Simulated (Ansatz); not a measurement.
**One shape, several levels: SiH2Cl− (SMILES [SiH2-]Cl)**

Wanted: a comparison of 6 runs (BLYP/STO-3G, PBE0/STO-3G, UB3LYP/STO-3G, UPBE/STO-3G, revPBE/STO-3G, FCI/STO-3G) of SiH2Cl−. 

Program for the calculation: Ansatz 0.2.0.

1 further run of the same task is left out (set aside as unsound or not needed).

**1. Starting point**

SiH2Cl−: 4 atoms, total charge -1, spin state singlet. SMILES: `[SiH2-]Cl`. The H4–Si1 distance was set to 1.866 Å, away from the relaxed value.

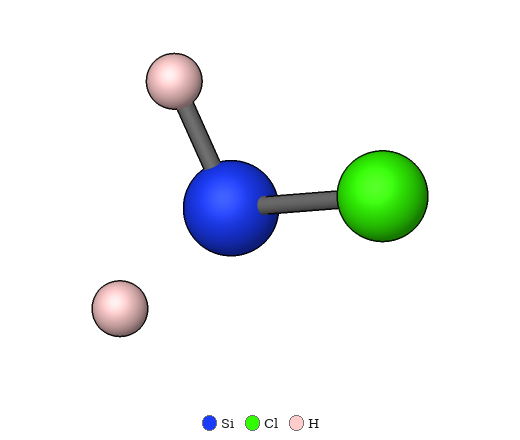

Viewed from a chosen angle; silicon blue, chlorine green, hydrogen pink.

**2. The energy at BLYP/STO-3G (run 1)**

Input file molecule.yaml:

```yaml
crystal:
  periodic: [false, false, false]
  atoms:
    - {symbol: Si, position_ang: [-0.556577, 0.371824, 0.615881]}
    - {symbol: Cl, position_ang: [1.603423, -0.181886, 1.136491]}
    - {symbol: H, position_ang: [-1.039757, -1.036986, 0.527341]}
    - {symbol: H, position_ang: [-0.213160, 0.668840, -1.193830]}
basis:
  gaussian: {orbitals: STO-3G}
total_charge: -1
hamiltonian: {xc: {name: BLYP}}
accuracy: high
```

Command:

```sh
$ ansatz run molecule.yaml --threads 1 --pin off --max-ram 2610MiB --events-out events.jsonl --progress --plain --runs-dir runs
```

Output:

```text
Warning: RAYON_NUM_THREADS=1 ignored (pool sized by the plan → 1); use --threads N
Functional definition: BLYP
  name "BLYP"
  parameter beta = 0.0042
  parameter a = 0.04918
  parameter b = 0.132
  parameter c = 0.2533
  parameter d = 0.349
  exchange = b88_x(beta = beta)
  correlation = lyp_c(a = a, b = b, c = c, d = d)
338 factors; integrals over basis functions are off by at most 9.7e-9 eV
mean field evaluation 1: about -20197.4473 eV, gradient 1.9e1 eV
mean field evaluation 2: about -20195.0605 eV, gradient 2.9e1 eV
mean field evaluation 4: about -20199.2723 eV, gradient 6.9e-1 eV
mean field evaluation 8: about -20199.2400 eV, gradient 8.7e-3 eV
mean field evaluation 16: about -20199.2400 eV, gradient 2.9e-8 eV
mean field -20199.24002654 eV, -742.3083794385 hartree, gradient 2.9e-8 eV, S^2 0.000000; 0 other end points of the search recorded, 0 dependent functions left out
reference -20199.24006286 eV, -742.3083807733 hartree; 17, 17 occupied and 3, 3 virtual orbitals, 338 factors
Total energy: -20199.24006286 eV, -742.3083807733 hartree
```

Wall time 0.97 s (1 thread of Arm Neoverse V1, shared host); peak memory 0.091 GiB.

**3. A single-point energy at PBE0/STO-3G (run 2)**

Edit molecule.yaml of step 2 so:

```diff
@@ -8,5 +8,7 @@
 basis:
-  gaussian: {orbitals: STO-3G}
+  gaussian:
+    orbitals: STO-3G
 total_charge: -1
-hamiltonian: {xc: {name: BLYP}}
 accuracy: high
+hamiltonian:
+  xc: pbe0
```

Command:

```sh
$ ansatz run molecule.yaml --threads 1 --pin off --max-ram 2610MiB --events-out events.jsonl --progress --plain --runs-dir runs
```

Output:

```text
Warning: RAYON_NUM_THREADS=1 ignored (pool sized by the plan → 1); use --threads N
Functional definition: PBE0
  name "PBE0"
  parameter a = 0.25
  parameter kappa = 0.804
  parameter beta = 0.06672455060314922
  exchange = (1 - a)*pbe_x(kappa = kappa, mu = beta*pi^2/3) + a*exact_x
  correlation = pbe_c(beta = beta)
338 factors; integrals over basis functions are off by at most 9.7e-9 eV
mean field evaluation 1: about -20193.5753 eV, gradient 1.6e1 eV
mean field evaluation 2: about -20193.6447 eV, gradient 1.5e1 eV
mean field evaluation 4: about -20194.8097 eV, gradient 1.2e-1 eV
mean field evaluation 8: about -20194.7918 eV, gradient 9.6e-4 eV
mean field -20194.79177560 eV, -742.1449092319 hartree, gradient 1.0e-8 eV, S^2 0.000000; 0 other end points of the search recorded, 0 dependent functions left out
reference -20194.79177688 eV, -742.1449092788 hartree; 17, 17 occupied and 3, 3 virtual orbitals, 338 factors
Total energy: -20194.79177688 eV, -742.1449092788 hartree
```

Run time: 0.99 s. Hardware: 1 thread of Arm Neoverse V1, shared host; peak memory 0.091 GiB.

Runs 3 to 5 aren't shown in full; the table further down has their settings and results.

**4. The energy at FCI/STO-3G (run 6)**

Input file input.yaml:

```yaml
crystal:
  periodic: [false, false, false]
  atoms:
    - {symbol: Si, position_ang: [-0.556577, 0.371824, 0.615881]}
    - {symbol: Cl, position_ang: [1.603423, -0.181886, 1.136491]}
    - {symbol: H, position_ang: [-1.039757, -1.036986, 0.527341]}
    - {symbol: H, position_ang: [-0.213160, 0.668840, -1.193830]}
basis:
  gaussian:
    orbitals: STO-3G
total_charge: -1
correlation:
  method: fci
  frozen_orbitals: {Cl: 5, H: 0, Si: 5}
accuracy: high
```

Command:

```sh
$ ansatz run input.yaml --threads 1 --pin off --max-ram 2610MiB --events-out events.jsonl --progress --plain --runs-dir runs
```

Output:

```text
Warning: RAYON_NUM_THREADS=1 ignored (pool sized by the plan → 1); use --threads N
Functional definition: HF
  name "HF"
  exchange = exact_x
  correlation = 0
338 factors; integrals over basis functions are off by at most 9.7e-9 eV
mean field evaluation 1: about -20168.1362 eV, gradient 1.1e1 eV
mean field evaluation 2: about -20168.1787 eV, gradient 1.0e1 eV
mean field evaluation 4: about -20168.8997 eV, gradient 6.2e-1 eV
mean field evaluation 8: about -20168.9019 eV, gradient 5.8e-6 eV
mean field -20168.90188010 eV, -741.1934731211 hartree, gradient 9.8e-9 eV, S^2 0.000000; 0 other end points of the search recorded, 0 dependent functions left out
10 core orbitals not correlated: weight in the atoms' cores, before any rotation towards them, 1.000 or more for the frozen orbitals, at most 0.000 for the correlated occupied ones
reference -20168.90188010 eV, -741.1934731211 hartree; 7, 7 occupied and 3, 3 virtual orbitals, 338 factors
state -20170.58927062 eV, -741.2554835788 hartree
Total energy: -20170.58927062 eV, -741.2554835788 hartree
```

Run time: 0.32 s. Hardware: 1 thread of Arm Neoverse V1, shared host.

**5. The series**

| run | level | frozen core orbitals | energy (Eh) | wall time |
| --- | --- | --- | --- | --- |
| 1 | BLYP/STO-3G | – | -742.308381 | 0.97 s |
| 2 | PBE0/STO-3G | – | -742.144909 | 0.99 s |
| 3 | UB3LYP/STO-3G | – | -742.404223 | 1.7 s |
| 4 | UPBE/STO-3G | – | -742.029256 | 1.6 s |
| 5 | revPBE/STO-3G | – | -742.255926 | 0.99 s |
| 6 | FCI/STO-3G | 10 | -741.255484 | 0.32 s |

**6. Outcome**

```
                                           quantity          value
                                run 6: total energy  -741.25548 Eh
run 6: correlation energy (10 core orbitals frozen)      -62.0 mEh
```

**Reading.** Totals of different functionals can't be ranked against each other. In runs 1, 2, 3, 4, 5, 6 the basis is minimal, so the values are rough. All runs together took 6.6 s, the longest 1.7 s.
